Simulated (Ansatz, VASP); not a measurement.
**ZnSe in two plane-wave programs**

One calculation is typed for both programs; each brings its own data sets and cutoff. How far apart do they land? The cell is a member of a volume series, scaled by 1.015 from a relaxed one, so a pressure remains.

Program: Ansatz 0.2.0. Level of theory: plane waves, with VASP 6.6.1 beside it; zone-centre phonons at LDA. Results are calculated unless marked as measured.

### 1. Starting point

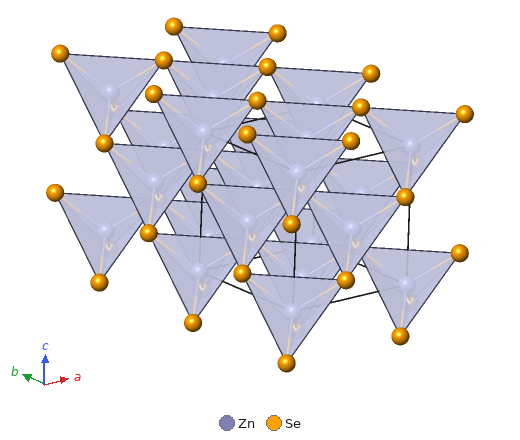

The starting structure, seen from a free direction (zinc blue, selenium orange). 1×2×1 cells are drawn. This picture shows the conventional cell, with its axes. Some periodic images of atoms are drawn too.

### 2. Ansatz: zone-centre phonons, LDA

Ansatz runs on its default PAW (the set named soft_2) files.

Second derivatives magnify differences that forces hide, and they need a tight electronic threshold.

Contents of input.yaml:

```yaml
crystal:
  lattice:
    - [0.0, 2.8011714009, 2.8011714009]
    - [2.8011714009, 0.0, 2.8011714009]
    - [2.8011714009, 2.8011714009, 0.0]
  atoms:
    - { symbol: Zn, position: [0.0, 0.0, 0.0] }
    - { symbol: Se, position: [0.25, 0.25, 0.25] }
hamiltonian:
  xc: lda
  pseudopotentials: { kind: paw }
kpoints:
  mp_grid: { grid: [10, 10, 10] }
scf:
  occupations: { method: fixed }
phonons:
  method: dfpt
  qpoints: [[0, 0, 0]]
  dielectric: true
  rigid_motions: translations
```

Launch:

```bash
$ ansatz run input.yaml --threads 4 --pin off --max-ram 9216MiB --backend cpu --events-out ev --progress --plain --runs-dir out
```

Numbers of over 12 decimals in the logs are rounded to 6 here.

Output:

```text
Engine: ansatz 0.2.0, x86_64-unknown-linux-gnu
Pseudopotentials: kind: paw
Pseudopotential: Zn, paw, valence charge 12, recommended cutoff 420 eV (normal), Zn.paw.azcp
Pseudopotential: Se, paw, valence charge 16, recommended cutoff 420 eV (normal), Se.paw.azcp
Functional definition: SPW92
  exchange = slater_x
  correlation = pw_c
Crystal: 2 atoms, lattice volume = 43.959 Å³
Basis set: ecut = 420 eV, 869 PW (Γ), exchange–correlation on 54×54×54 points (8 copies of the dense FFT grid, shifted against one another)
Bands: 18, of which v1, the nominal top of the filled ones, is band 14 counted from 1 (13 counted from 0)
Symmetry: 24 space group operations
k-points: 171 of 1000 (irreducible under 4 space group operations, time reversal used)
Non-local potential: Zn, projectors of the file, l = 0: 2, l = 1: 2, l = 2: 3, l = 3: 1
Non-local potential: Se, projectors of the file, l = 0: 2, l = 1: 2, l = 2: 3, l = 3: 1
PAW form: soft (Blöchl's): semilocal exchange-correlation on the pseudo side does not see the compensation charge
PAW frozen core: Zn, regenerated for the run's functional, and the local potential with it (the file was generated under x = pbe(κ = 0.804, μ = 0.219515), c = pbe(β = 0.066725))
PAW frozen core: Se, regenerated for the run's functional, and the local potential with it (the file was generated under x = pbe(κ = 0.804, μ = 0.219515), c = pbe(β = 0.066725))
PAW one-centre angular grid: Zn, 590 points (default); XC on 64 Gauss nodes
PAW one-centre angular grid: Se, 590 points (default); XC on 64 Gauss nodes
Initial density: superposition of atomic densities (neutral atoms: chi_scale 0, normalization atom), corrected by the library's trained network
Initial wavefunctions: pseudopotential atomic-orbital guess
Functional: x = slater, c = lda
SCF iter   1: F=—  HF=-8630.850234 eV  |F-HF|=—  |Δ(HF+E_count)|=         —  Δρ=5.40e-3  dr2=7.44e-3  ethr=1.77e-3  ⟨swp⟩=5.0  Hψ=14176  notcnv=0  defer=313
preconditioner: auto → none  [insulator: Δε(μ)=1.137 eV  Ē_g=12.026 eV  n_scr=14 (ndim 8)  ℏωp=23.8 eV  f_vac=0.108  ε∞_Penn≈4.9]
SCF iter   2: F=—  HF=-8630.847956 eV  |F-HF|=—  |Δ(HF+E_count)|=   2.28e-3  Δρ=2.04e-3  dr2=8.79e-4  ethr=2.66e-5  ⟨swp⟩=2.0  Hψ=6169  notcnv=0  defer=334
SCF iter   3: F=—  HF=-8630.847851 eV  |F-HF|=—  |Δ(HF+E_count)|=   1.05e-4  Δρ=1.42e-3  dr2=3.88e-4  ethr=3.14e-6  ⟨swp⟩=2.0  Hψ=4796  notcnv=0  defer=334
SCF iter   4: F=—  HF=-8630.847753 eV  |F-HF|=—  |Δ(HF+E_count)|=   9.79e-5  Δρ=2.67e-4  dr2=2.76e-5  ethr=1.39e-6  ⟨swp⟩=2.0  Hψ=4792  notcnv=0  defer=334
SCF iter   5: F=—  HF=-8630.847741 eV  |F-HF|=—  |Δ(HF+E_count)|=   1.18e-5  Δρ=1.96e-5  dr2=1.84e-7  ethr=9.87e-8  ⟨swp⟩=2.0  Hψ=4446  notcnv=0
SCF iter   6: F=—  HF=-8630.847740 eV  |F-HF|=—  |Δ(HF+E_count)|=   8.99e-7  Δρ=5.55e-6  dr2=8.82e-9  ethr=6.58e-10  ⟨swp⟩=2.0  Hψ=5483  notcnv=0
SCF iter   7: F=—  HF=-8630.847740 eV  |F-HF|=—  |Δ(HF+E_count)|=   1.58e-8  Δρ=2.27e-6  dr2=9.45e-10  ethr=3.15e-11  ⟨swp⟩=2.0  Hψ=5475  notcnv=0
SCF iter   8: F=—  HF=-8630.847740 eV  |F-HF|=—  |Δ(HF+E_count)|=  4.13e-10  Δρ=2.70e-7  dr2=2.80e-11  ethr=1.00e-12  ⟨swp⟩=6.1  Hψ=19338  notcnv=0
SCF iter   9: F=-8630.847740 eV  HF=-8630.847740 eV  |F-HF|=9.09e-12  |Δ(HF+E_count)|=  8.73e-11  Δρ=5.73e-8  dr2=9.49e-13  ethr=1.00e-12  ⟨swp⟩=6.2  Hψ=14207  notcnv=0
SCF 1 converged in 9 iterations: F = -8630.847740 eV  dr2 = 9.49e-13
  greatest PAW one-centre occupation: 1.000 electrons in one spin orbital (limit 2), on the Se atom at site 1 (counted from 0), in its partial waves of l = 2
NSCF: frozen V_eff on 2 k-points
DFPT response loops at Γ: preconditioner auto → none (the input reference at scf.mixing.eps_inf says where Resta's filter doesn't serve); β = 0.50; Broyden in place of MSR1
── the response to a field inside a basis, on 12×12×12 k-points: an SCF that follows is theirs, and a resumed run solves both again ──
Bands: 15, of which v1, the nominal top of the filled ones, is band 14 counted from 1 (13 counted from 0)
k-points: 182
Initial density: handed on by an earlier stage of this run
Initial wavefunctions: pseudopotential atomic-orbital guess (no wavefunctions were taken with the density)
Eigensolver: Dense (182 Hₖ)
SCF iter   1: F=—  HF=-8630.846306 eV  |F-HF|=—  |Δ(HF+E_count)|=         —  Δρ=1.03e-4  dr2=1.68e-6  ethr=1.00e-1
preconditioner: auto → none  [insulator: Δε(μ)=1.259 eV  Ē_g=9.606 eV  n_scr=14 (ndim 8)  ℏωp=23.8 eV  f_vac=0.097  ε∞_Penn≈7.1]
SCF iter   2: F=—  HF=-8630.846305 eV  |F-HF|=—  |Δ(HF+E_count)|=   1.56e-6  Δρ=9.39e-5  dr2=1.74e-6  ethr=5.99e-9
SCF iter   3: F=—  HF=-8630.846305 eV  |F-HF|=—  |Δ(HF+E_count)|=   2.70e-7  Δρ=4.32e-5  dr2=5.26e-7  ethr=5.99e-9
SCF iter   4: F=-8630.846305 eV  HF=-8630.846305 eV  |F-HF|=2.65e-8  |Δ(HF+E_count)|=   4.04e-7  Δρ=1.18e-5  dr2=3.26e-8  ethr=1.88e-9
SCF 1 converged in 4 iterations: F = -8630.846305 eV  dr2 = 3.26e-8
DFPT response loops at Γ: mixed as the last ones told, above
WARN: field response: ε∞ stands inside a basis, on 12×12×12 points; the force constants stand on the 10×10×10 k-mesh, whose period is 11.21 times the interband length at k = (0.0000, 0.0000, 0.0000), direct gap 1.173 eV, under 14: take them and everything formed from them as unconverged, and compare with a denser kpoints.mp_grid
SCF converged after 9 iterations
Free energy (F): -8630.847740 eV
Harris-Foulkes:  -8630.847740 eV  (|F-HF|=9.09e-12)
Internal energy: -8630.847740 eV  (E = F + TS)
E sigma→0 (E₀):  -8630.847740 eV
Fermi energy:    6.937928 eV
--- Per-component energies (eV) ---
  E_band       = -383.420316
  E_kinetic    = 251.644112
  E_local      = -4351.296913  (includes V_loc(G=0)·N_el)
  E_nonlocal   = 27.501263
  E_hartree    = 2012.777595
  E_xc         = -239.484500
  E_vxc        = -152.508810  (∫ρ·V_xc dr)
  E_paw        = -3583.125912  (= ΣΔE_a)
  E_vpaw       = -184.314135  (= ΣTr[D̂ρ^β])
  E_aug_tail   = -0.000964  (compensation charges beyond the density's cutoff)
  E_ewald      = -2752.636926
  E_core_change = 3.774504  (= ΣΔE_core)
  E_smearing   = -0.000000  (= −TS)
  E_closure    = -0.000000  (closes the sum)
  Σ components = -8630.847740   (vs F -8630.847740, Δ=0.00e0)
--- Band table (eV; the first three rows and the last of 171) ---
  k-point 0: bands = [... 10 lower, 0.5414, 6.9379, 6.9379, 6.9379, 8.1107, 12.6447, 12.6447, 12.6447]
  k-point 1: bands = [... 10 lower, 0.5402, 5.8985, 6.8295, 6.8295, 8.9251, 12.5652, 12.8242, 12.8242]
  k-point 2: bands = [... 10 lower, 0.5396, 4.4362, 6.5716, 6.5716, 9.5357, 12.9428, 13.1801, 13.1801]
  k-point 170: bands = [... 10 lower, 0.8415, 2.0166, 3.7950, 4.5455, 12.0017, 12.5323, 13.7656, 15.1647]
--- Phonons (Γ-DFPT): 2 representative perturbations + reference, on 171 of 1000 k-points (Σ response iterations 6) ---
  k mesh reduced under 4 symmetry operations, with k and −k counted as one. Each operation leaves every solved perturbation unchanged. A smaller set is not considered because the run solves the response to a homogeneous field
  ASR residual: 1.820e-5 → 0.000e0 eV/Å²; symmetrization residual: 3.875e-6 eV/Å²
  ASR residual per site (eV/Å²): 6.82e-6 1.82e-5
  Γ frequencies (cm⁻¹): 0.00 0.00 0.00 211.01 211.01 211.01
  ε∞ (high-frequency dielectric tensor):
        7.578236     0.000000    -0.000000
        0.000000     7.578236     0.000000
       -0.000000     0.000000     7.578236
  ε⁰ (static dielectric tensor: ions relaxed, cell fixed):
       10.397526     0.000000     0.000000
        0.000000    10.397526     0.000000
        0.000000     0.000000    10.397526
  ε⁰ − ε∞ (ionic part):
        2.819290     0.000000     0.000000
        0.000000     2.819290     0.000000
        0.000000     0.000000     2.819290
  softest optical mode at Γ: 211.01 cm⁻¹; the repairs (sum rule, projections) moved no ω² at Γ by more than (0.40 cm⁻¹)²
  Born effective charges Z* (e; rows j = field, columns β = displacement):
    site 0:
         2.00277   -0.00000    0.00000
         0.00000    2.00277    0.00000
         0.00000    0.00000    2.00277
    site 1:
        -2.00277    0.00000   -0.00000
        -0.00000   -2.00277   -0.00000
        -0.00000   -0.00000   -2.00277
  Z* charge neutrality: 3.196e-4 e pre-enforcement
  solved inside a basis spanned on kpoints, on 12×12×12 k-points transformed towards the longest dipole: ε∞ is read to err by 2.0e-2, Z* by 1.7e-2 e (field_mesh: kpoints solves on kpoints); Z* is corrected for what the basis lacks
  optical modes at Γ without the LO–TO term, one row a degenerate level:
      ω (cm⁻¹)  modes    IR ((D/Å)²/amu)
        211.01      3             7.7616
  optical modes at Γ + LO–TO along q̂ = [1.0000, 0.0000, 0.0000]:
      ω (cm⁻¹)  modes    IR ((D/Å)²/amu)
        211.01      2             5.1744
        247.16      1             2.5872
  optical modes at Γ + LO–TO along q̂ = [0.0000, 1.0000, 0.0000]:
      ω (cm⁻¹)  modes    IR ((D/Å)²/amu)
        211.01      2             5.1744
        247.16      1             2.5872
  optical modes at Γ + LO–TO along q̂ = [0.0000, 0.0000, 1.0000]:
      ω (cm⁻¹)  modes    IR ((D/Å)²/amu)
        211.01      2             5.1744
        247.16      1             2.5872
--- Phonons (arbitrary-q DFPT): 1 explicit q-point ---
  q = [0, 0, 0] (of the zone-centre solve; hermiticity 1.32e-6, symmetrization 4.14e-13): -0.00 -0.00 0.00 211.01 211.01 211.01
  sum rule: each row above includes the acoustic sum rule's correction from the zone centre's row sums; it moved no ω² by more than (0.25 cm⁻¹)²
```

Wall time 18 s (4 threads of Intel Xeon 6975P-C (Granite Rapids), shared host); peak memory 0.99 GiB; 64 s of CPU time.

(Part 1 of 2 ends here.)

[Lines on the potential files, build, host, timing and source positions are cut from VASP's logs without a mark.]

[Logs are printed without paths, hosts, clocks, repeated set-up lines and the standing remarks that a program may print on its own settings, such as how far it seeks lower states.]

[Hosts, paths, dates, database ids (printed as entryN), source tags and the programs' standing remarks are cut or masked in the printed files.]
